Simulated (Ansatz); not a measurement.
# Amorphous SiO0.5 (66 atoms): geometry optimisation, part 3 of 3

Aim: bring amorphous SiO0.5 (66 atoms) to a nearby minimum of the energy and see what moves.

Ansatz 0.2.0; Kohn-Sham DFT, PBE, PAW (set soft_2), plane waves.

The cell: 44 Si and 22 O. The quench rate of 20 K/ps is many orders above laboratory rates. The starting topology of bonds comes from the classical model. Sampling is at Γ alone, for a cell whose shortest periodic width is 10 Å.

So far. Step 3 (Relaxation): The relaxation changed the energy by -482 meV/atom, and atoms moved by 0.83 Å r.m.s., 2.8 Å at most.

## (5) Single point at the relaxed geometry

One more single point at the end of the walk gives the fuller output and checks the residual forces.

Input file input.yaml:

```yaml
crystal:
  lattice:
    - [10.4839, 0.0, 0.0]
    - [0.0, 10.4839, 0.0]
    - [0.0, 0.0, 10.4839]
  atoms:
    - { symbol: Si, position: [0.59158, 0.98122, 0.74844] }
    - { symbol: Si, position: [0.004, 0.67572, 0.88191] }
    - { symbol: Si, position: [0.32603, 0.73143, 0.26628] }
    - { symbol: Si, position: [0.82842, 0.47454, 0.18452] }
    [... 56 atom lines left out ...]
    - { symbol: O, position: [0.32653, 0.28299, 0.02791] }
    - { symbol: O, position: [0.44591, 0.45706, 0.88426] }
    - { symbol: O, position: [0.53536, 0.42673, 0.11352] }
    - { symbol: O, position: [0.48168, 0.65702, 0.70925] }
    - { symbol: O, position: [0.79805, 0.90798, 0.98849] }
    - { symbol: O, position: [0.55475, 0.87494, 0.85836] }
kpoints:
  mp_grid: { grid: [1, 1, 1] }
hamiltonian:
  xc: pbe
scf:
  occupations: { method: gaussian, width: 0.05 }
output:
  forces: true
  stress: true
  populations: true
  dos:
    method: { smearing: { sigma: 0.1 } }
    de: 0.1
    projected: { site_lists: { O: [O], Si: [Si] } }
  eigenvalues: true
  write_density: true
  write_potential: true
  volumetric_format: npy
  elf: true
```

On the command line:

```bash
ansatz run input.yaml --threads 4 --pin off --max-ram 8192MiB --backend cpu --events-out ev --progress --plain --runs-dir out
```

Numbers of over 12 decimals in the logs are rounded to 6 here.

Log:

```text
[...]
Crystal: 66 atoms, lattice volume = 1152.308 Å³
Basis set: ecut = 420 eV, 22575 PW (Γ), exchange–correlation on 144×144×144 points (8 copies of the dense FFT grid, shifted against one another)
Bands: 220, of which v1, the nominal top of the filled ones, is band 154 counted from 1 (153 counted from 0)
Symmetry: 1 space group operations
[...]
k-points: 1
[...]
SCF iter   1: F=—  HF=-40462.799009 eV  |F-HF|=—  |Δ(HF+E_count)|=         —  Δρ=5.47e-3  dr2=8.02e-1  ethr=1.77e-3  ⟨swp⟩=7.0  Hψ=1130  notcnv=0  defer=34
[...]
SCF iter  11: F=-40462.641439 eV  HF=-40462.641439 eV  |F-HF|=7.87e-9  |Δ(HF+E_count)|=   8.97e-8  Δρ=1.60e-6  dr2=3.36e-8  ethr=3.25e-11  ⟨swp⟩=19.0  Hψ=1985  notcnv=0
SCF 1 converged in 11 iterations: F = -40462.641439 eV  dr2 = 3.36e-8
[...]
SCF converged after 11 iterations
Free energy (F): -40462.641439 eV
[...]
Internal energy: -40462.641439 eV  (E = F + TS)
E sigma→0 (E₀):  -40462.641439 eV
Fermi energy:    5.865484 eV
[...]
--- Forces (eV/Å), atoms counted from 1 ---
  atom   1  Si    -0.00611777     0.01329551    -0.01638488
  atom   2  Si     0.00064348     0.00400766    -0.00694644
  atom   3  Si     0.00379115    -0.00043059     0.00217363
  atom   4  Si     0.00298891    -0.00154932     0.00154101
  atom   5  Si     0.00052863     0.00100655    -0.00335193
  atom   6  Si    -0.00410501     0.00147966    -0.00261250
  atom   7  Si     0.00685566    -0.00188038    -0.00530851
  atom   8  Si    -0.00555244    -0.00744451     0.00189296
  atom   9  Si     0.00770592    -0.00426632     0.00123646
  atom  10  Si    -0.00587030     0.01550678     0.00895416
  atom  11  Si    -0.00353678    -0.00484838    -0.00058165
  atom  12  Si     0.00467484    -0.00107156    -0.01040563
  atom  13  Si    -0.00090196    -0.00030027    -0.00038531
  atom  14  Si     0.00171095     0.00362956    -0.00580032
[...]
atom  65  O      0.00888711     0.00639528     0.00064754
  atom  66  O      0.01612430    -0.00005607     0.01181183
  max |Σ_I F_I| component: 5.64e-5 eV/Å
--- Stress (GPa, compression-positive) ---
        1.446373      -1.362312      -0.273150
       -1.362311      -0.850543       0.240970
       -0.273151       0.240970      -0.147049
  P = ⅓ Tr σ = 0.1496 GPa (1.496 kbar)
--- Band table (eV) ---
[...]
--- Löwdin populations: 66 sites ---
  site symbol       q [e]
     0     Si      3.0426
     1     Si      3.0779
     2     Si      4.0234
[...]
65      O      6.7329
  spilling = 0.014414 (of n_electrons = 308.000000)
```

Wall time 9.4 s (4 threads of Arm Neoverse V2, shared host); peak memory 1.1 GiB; 36 s of CPU time.

The run gave:

```
free energy                                      : -40462.6414 eV
free energy per atom                             : -613.0703 eV/atom
SCF cycles                                       : 11
pressure                                         : 0.1496 GPa
r.m.s. force component                           : 0.00767 eV/Å
longest force                                    : 0.03089 eV/Å
Fermi energy                                     : 5.865 eV
gap (highest filled to lowest empty level) : 0.6362 eV
spilling of the projection                       : 0.01441
```

Löwdin charges by element and coordination (they lack the spilled electrons, 0.067 e an atom on average):

```csv
element,coordination,atoms,mean charge (e),spread,least,most
O,all,22,-0.724,0.0269,-0.771,-0.678
O,2,15,-0.742,0.0108,-0.771,-0.723
O,3,7,-0.688,0.006,-0.696,-0.678
Si,all,44,0.463,0.413,-0.157,1.34
Si,3,6,0.218,0.399,-0.157,0.897
Si,4,27,0.428,0.4,-0.139,1.34
Si,5,9,0.743,0.353,0.246,1.31
Si,6,2,0.410,0.058,0.352,0.468
```

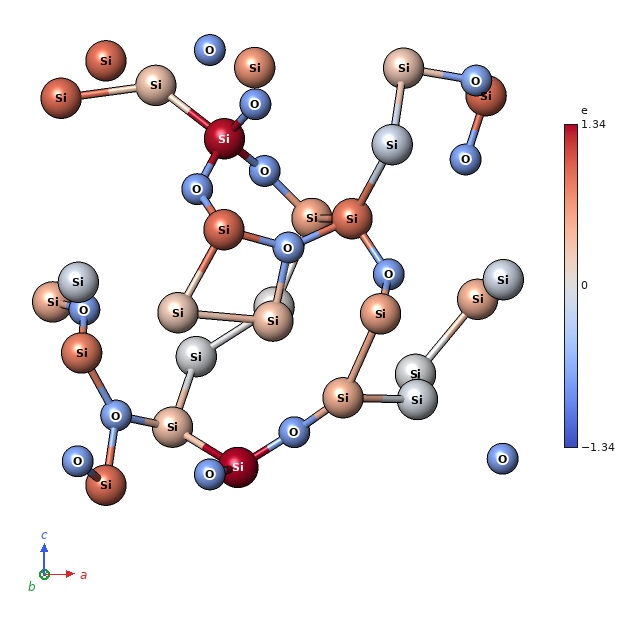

Atoms coloured by Löwdin charge. Drawn is a slice 6 Å thick, seen along the normal of the ac plane. Bonds to atoms that aren't drawn are left out.

States in the cell by windows of 1 eV, zero at the Fermi level; the larger projections on atomic orbitals stand beside the total:

```csv
from (eV),to (eV),total,Si p,O p,Si s
-14,-13,0.0,0.0,0.0,0.0
-13,-12,2.0,0.4,0.5,1.1
-12,-11,13.9,1.8,5.2,6.7
-11,-10,18.2,3.1,7.1,7.6
-10,-9,17.4,3.8,7.0,6.1
-9,-8,20.4,5.5,9.8,4.6
-8,-7,20.1,6.6,9.6,3.4
-7,-6,28.0,9.6,13.6,4.0
-6,-5,39.0,9.7,24.7,3.5
-5,-4,31.3,8.1,18.9,3.5
-4,-3,21.4,10.6,7.3,2.8
-3,-2,22.5,15.4,4.1,2.2
-2,-1,19.2,14.0,2.5,2.0
-1,0,10.6,7.4,1.1,1.5
0,1,11.1,7.2,0.7,1.8
1,2,25.2,15.7,1.4,3.9
2,3,27.2,16.0,1.5,4.5
3,4,30.5,17.1,1.9,4.8
```

Between -23 and -14 eV lie 44 more states.

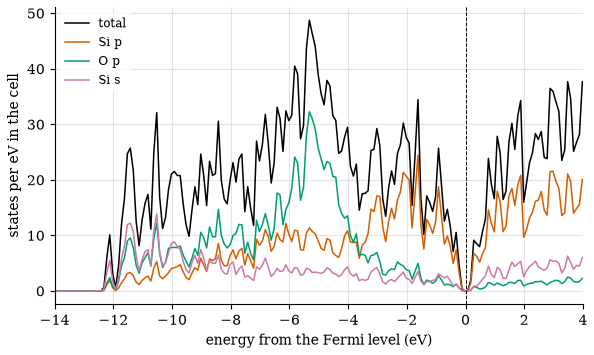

Total and projected density of states, with the broadening of the input.

The levels nearest the highest filled one (over half full), pooled over k-points and spins:

```csv
level less the highest filled one (eV),occupation
-0.653,2
-0.582,2
-0.533,2
-0.356,2
-0.227,2
0,2
0.636,0
0.867,0
1.07,0
1.11,0
1.21,0
1.36,0
```

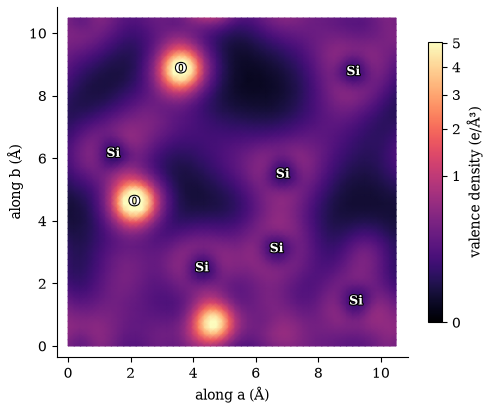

Valence density in the ab plane at fractional z = 0.393, with atoms of Si and O within 0.2 Å of it. It is the smooth field of the valence electrons, not physical close to the nuclei. The map starts off the cell's origin, so that atoms lie inside it. The colour scale is stretched toward low values.

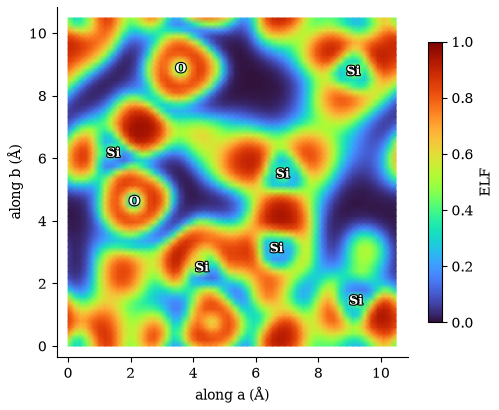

ELF in the ab plane at fractional z = 0.393, with atoms of Si and O within 0.2 Å of it. It is the smooth field of the valence electrons, not physical close to the nuclei. The map starts off the cell's origin, so that atoms lie inside it.

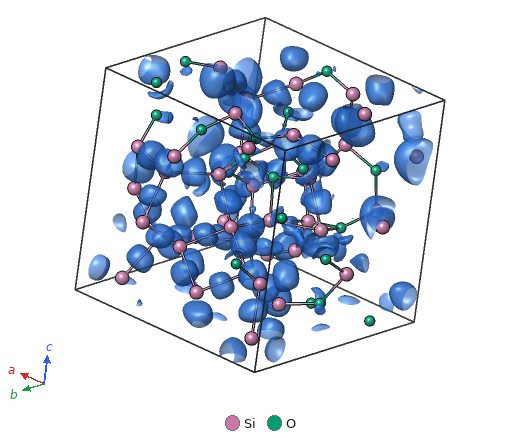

Surface of ELF = 0.85. Bonds to atoms that aren't drawn are left out.

Mean Löwdin charges: O -0.72, Si +0.46 e (they miss 1.4 % of the electrons, so they add up to more than the cell's charge). The largest share in the top eV of filled states is Si p (74 % of the projected weight), and in the lowest eV of empty states Si p (71 % of the projected weight).

A closer look about Si8, which has 5 bonded neighbours where the commonest count for Si is 4: 13 atoms, nearest first, numbered in the order of the input, with positions taken from that point.

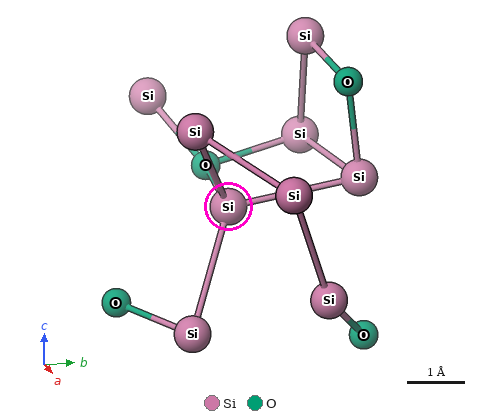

The atoms of the table, within 3.4 Å (arrows a, b, c point along x, y, z); some may hide others; the central atom is ringed.

```csv
atom,x,y,z,distance (Å),bonds,Löwdin charge (e)
Si8,0.00,0.00,0.00,0.00,5,0.47
O58,-1.80,-0.06,0.35,1.83,3,-0.69
Si18,1.31,-0.85,1.69,2.30,3,-0.16
Si9,0.25,2.32,0.49,2.38,6,0.35
Si20,1.20,-0.88,-2.01,2.50,5,0.75
O51,-0.01,-2.03,-1.66,2.62,2,-0.74
Si10,1.92,1.45,-1.34,2.75,6,0.47
Si34,-2.14,1.71,0.76,2.84,5,0.25
Si25,2.79,0.65,0.80,2.97,4,0.55
O59,0.61,2.05,2.33,3.16,3,-0.70
O63,0.77,2.30,-2.26,3.31,2,-0.75
Si27,-2.95,-0.88,1.39,3.38,5,1.24
Si44,-1.01,1.59,2.82,3.39,5,0.91
```

The column of bonds counts only the pairs Si-Si within 2.83 Å, Si-O within 2.38 Å; other neighbours, such as metal atoms beside each other in a compound, aren't counted, and periodic images can show an atom twice.

## (6) Other settings

This functional strengthens the gradient correction of exchange, which tends to weaken binding against PBE. Changed here: hamiltonian.pseudopotentials.kind = "nc" and hamiltonian.xc = "revpbe".

This step: Kohn-Sham DFT, revPBE, norm-conserving pseudopotentials, plane waves (Ansatz 0.2.0).

Input file input.yaml:

```yaml
crystal:
  lattice:
    - [10.4839, 0.0, 0.0]
    - [0.0, 10.4839, 0.0]
    - [0.0, 0.0, 10.4839]
  atoms:
    [... the 66 atom lines of step 2 ...]
kpoints:
  mp_grid: { grid: [1, 1, 1] }
hamiltonian:
  xc: revpbe
  pseudopotentials: { kind: nc }
scf:
  occupations: { method: gaussian, width: 0.05 }
output:
  forces: true
  stress: true
  populations: true
  dos:
    method: { smearing: { sigma: 0.08 } }
    de: 0.1
    projected: { site_lists: { O: [O], Si: [Si] } }
  eigenvalues: true
```

Log:

```text
[...]
Crystal: 66 atoms, lattice volume = 1152.308 Å³
Basis set: ecut = 1240 eV, 114425 PW (Γ), exchange–correlation on 250×250×250 points (8 copies of the dense FFT grid, shifted against one another)
Bands: 220, of which v1, the nominal top of the filled ones, is band 154 counted from 1 (153 counted from 0)
Symmetry: 1 space group operations
[...]
k-points: 1
[...]
SCF iter   1: F=—  HF=-15285.312335 eV  |F-HF|=—  |Δ(HF+E_count)|=         —  Δρ=6.03e-2  dr2=1.66e2  ethr=3.10e-3  ⟨swp⟩=8.0  Hψ=1226  notcnv=0  defer=29
[...]
SCF iter  14: F=-15257.322707 eV  HF=-15257.322707 eV  |F-HF|=1.88e-8  |Δ(HF+E_count)|=   1.28e-8  Δρ=1.19e-6  dr2=2.94e-8  ethr=3.25e-11  ⟨swp⟩=19.0  Hψ=1725  notcnv=0
SCF 1 converged in 14 iterations: F = -15257.322707 eV  dr2 = 2.94e-8
SCF converged after 14 iterations
Free energy (F): -15257.322707 eV
[...]
Internal energy: -15257.267844 eV  (E = F + TS)
E sigma→0 (E₀):  -15257.295276 eV
Entropy (-TS):   -0.054864 eV (-0.831 meV/atom)
Fermi energy:    6.538677 eV
[...]
--- Forces (eV/Å), atoms counted from 1 ---
  atom   1  Si     4.98559336    -1.82971527     1.42050242
  atom   2  Si     2.77592125     3.26826550     1.85428211
  atom   3  Si     0.25925168     0.41645354     0.39221250
  atom   4  Si    -0.00177633    -1.44528019    -0.51859334
  atom   5  Si    -3.65416274     1.30769003     1.47453810
  atom   6  Si     0.66817237    -3.44255927    -0.08960847
  atom   7  Si     1.44226654     0.44794749     0.33244620
  atom   8  Si     1.77277221     2.50169358     1.35883611
  atom   9  Si    -0.74008555     0.18910104    -2.91065727
  atom  10  Si     1.81605816     1.26908684     2.38260658
  atom  11  Si    -2.67968952     1.09817825    -1.72771528
  atom  12  Si     2.18673215    -0.43315330    -3.68026949
  atom  13  Si     4.64412169    -3.05853153    -2.02423192
  atom  14  Si    -0.04603463    -0.79440550     0.18946148
[...]
atom  65  O     -2.33923126     2.49756317    -0.90842687
  atom  66  O     -1.28684036    -1.97929494    -0.03666576
  max |Σ_I F_I| component: 3.83e-5 eV/Å
--- Stress (GPa, compression-positive) ---
        9.634316      -1.700596      -1.244904
       -1.700596       8.354192      -0.239219
       -1.244904      -0.239219      11.185952
  P = ⅓ Tr σ = 9.7248 GPa (97.248 kbar)
--- Band table (eV) ---
[...]
--- Löwdin populations: 66 sites ---
  site symbol       q [e]
     0     Si      3.0999
     1     Si      3.3157
     2     Si      4.0132
[...]
65      O      6.7649
  spilling = 0.015085 (of n_electrons = 308.000000)
```

The job ended after 55 s (4 threads; peak memory 4.1 GiB).

Geometry and reference: those of the single point at the start.

Forces differ from those of the single point at the start by 33 meV/Å r.m.s., 2.0 % of their size; the pressure by +0.81 GPa. It took 5.7 times the reference's time (shared host, so rough).

## (7) Outcome

```yaml
energy_change_in_the_relaxation: -481.9 meV/atom
r_m_s_displacement: 0.83 Å
largest_displacement: 2.837 Å
free_energy_per_atom: -613.0703 eV/atom
pressure: 0.1496 GPa
r_m_s_force_component: 0.00767 eV/Å
spacing_of_highest_filled_and_lowest_empty_level: 0.6362 eV
wall_time_of_the_4_dft_runs: 4.9 min
```

In words: Relaxation lowers the energy by 482 meV/atom and moves atoms by 0.83 Å r.m.s.; the r.m.s. force component goes from 1.7 to 0.0077 eV/Å, the pressure goes from 8.9 to 0.15 GPa. By the final cutoffs 14 of 113 bonded pairs parted and 18 joined. First to last step the energy falls by 31.808 eV; the largest move, 2.84 Å, is that of Si6. The Si-O bonds change most in mean length: from 1.686 Å (spread 0.049) to 1.740 Å (spread 0.100), and their number from 59 to 51. With the cutoffs above, 68 % of O atoms have 2 and 61 % of Si atoms have 4 bonded neighbours. Between filled and empty levels lie 0.636 eV (at Γ alone); a semilocal functional tends to put such gaps too low. In a disordered cell it changes from sample to sample, and tail or defect levels can set it.

What to keep in mind: The starting topology of bonds comes from the classical model; in DFT 14 of its 113 bonded pairs passed out of the cutoffs and 18 came within them.

[Logs are printed without paths, hosts, clocks, repeated set-up lines and the standing remarks that a program may print on its own settings, such as how far it seeks lower states.]

[Hosts, paths, dates, database ids (printed as entryN), source tags and the programs' standing remarks are cut or masked in the printed files.]
